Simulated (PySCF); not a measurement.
AlBrCl3, charge −1, SMILES `[Br-].Cl[Al](Cl)Cl`.

Method: CAM-B3LYP/def2-SVPD; geometry: GFN2-xTB; program: PySCF. GFN2-xTB bond lengths at metals and heavier atoms can be off by up to 0.1 Å and shapes distorted, which carries into these values.

Coordinates in Å:

```
Br1      1.8531    0.0008   -0.0001
Cl2     -1.1513    0.7582   -1.8444
Al3     -0.4753   -0.0005    0.0002
Cl4     -1.1514    1.2182    1.5790
Cl5     -1.1490   -1.9776    0.2655
```

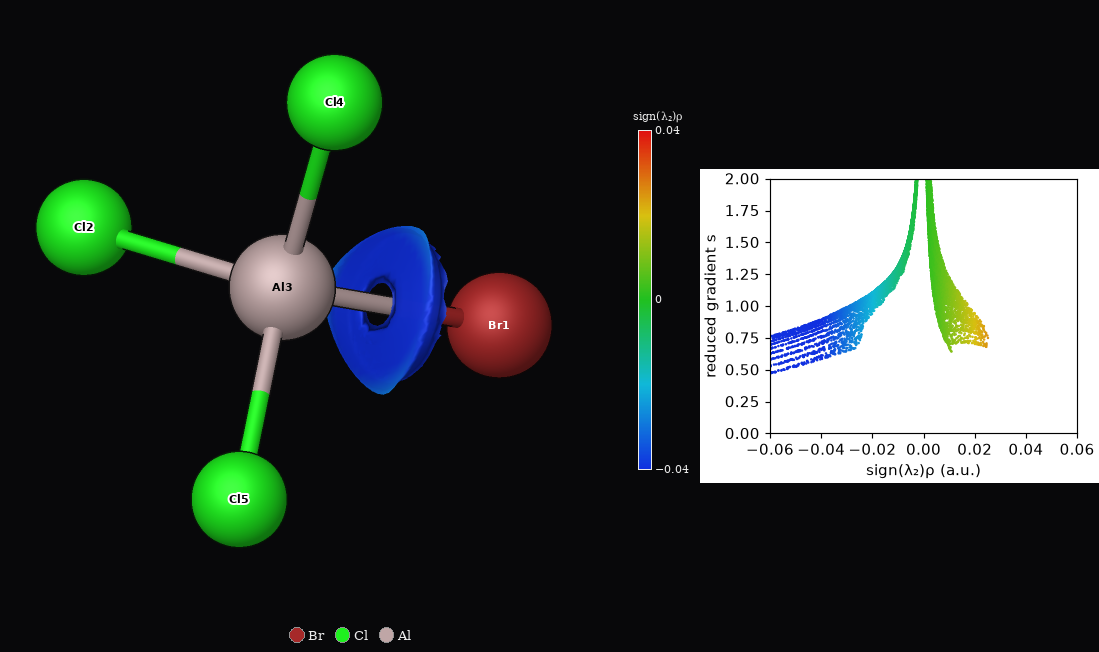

Non-covalent interaction surfaces between the fragments (reduced density gradient s = 0.6, coloured by sign(λ₂)ρ in a.u.; trimmed to the region between the fragments where ρ is under 0.06 a.u.). Fragment A: Br(−1) (atom 1); fragment B: AlCl3. The plot gives s against sign(λ₂)ρ for grid points between the fragments.

Question: Interpret the surfaces between the fragments.

Answer: Bond critical points between the fragments: Br1···Al3, 2.33 Å, ρ = 0.055 a.u. It appears blue (attractive, sign(λ₂)ρ well below zero). The pose is a local one from a semi-empirical search, not shown to be the most stable. With a charged fragment, long-range electrostatics, which these surfaces don't show, weighs heavily in the interaction energy.

Question: How strongly are they bound?

Answer: The counterpoise-corrected interaction energy of the frozen fragments is −79.6 kcal/mol without dispersion correction and −81.9 kcal/mol with D3(BJ). The pair geometry is semi-empirical, not a minimum at this level.
